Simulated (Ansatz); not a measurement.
CH4SZn (SMILES [CH3][Zn][SH])

Input file:

```
crystal:
  periodic: [false, false, false]
  atoms:
    - symbol: C
      position_ang: [-1.773266, -0.123018, -2.246276]
    - symbol: S
      position_ang: [1.720922, 0.632465, -0.186270]
    - symbol: Zn
      position_ang: [-0.125055, 0.229170, -1.290922]
    - symbol: H
      position_ang: [-1.696439, -1.044634, -2.844268]
    - symbol: H
      position_ang: [-2.611829, -0.247382, -1.542797]
    - symbol: H
      position_ang: [-2.023549, 0.704978, -2.927754]
    - symbol: H
      position_ang: [2.496232, 0.302973, -1.244582]
basis:
  gaussian:
    orbitals: def2-TZVPD
hamiltonian:
  xc: pbe0
output:
  forces: true
  orbitals: {seedname: orbitals}
```

Launched as:

```sh
ansatz run input.yaml --threads 1 --pin off --max-ram 2610MiB --events-out events.jsonl --progress --plain --runs-dir runs
```

Geometry: PBE0-D3(BJ)/def2-SVP.

Method: isolated molecule in a Gaussian basis; Kohn-Sham density functional theory, functional PBE0 (Ansatz 0.2.0).

> What will maps of the electron density and electron localisation function show?

C–Zn (1.94 Å): ρ at the midpoint is about 0.78 e/Å³; the ELF peaks at about 0.90 in the valence shell of C, 0.7 Å from its nucleus, and is about 0.40 at the midpoint.
Zn–S (2.19 Å): ρ at the midpoint is about 0.67 e/Å³; the ELF peaks at about 0.85 in the valence shell of S, 0.9 Å from its nucleus, and is about 0.60 at the midpoint.
C–H (1.10 Å): ρ at the midpoint is about 1.9 e/Å³; the ELF climbs to about 1 towards the hydrogen, as it does in any bond to H: a covalent bond by its length.

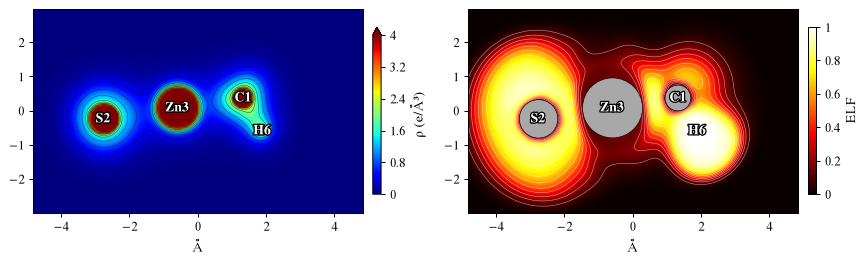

Computed electron density and electron localisation function on the plane of atoms Zn3, C1 and H6, in this order. Grey discs cover the atomic cores in the ELF map. 
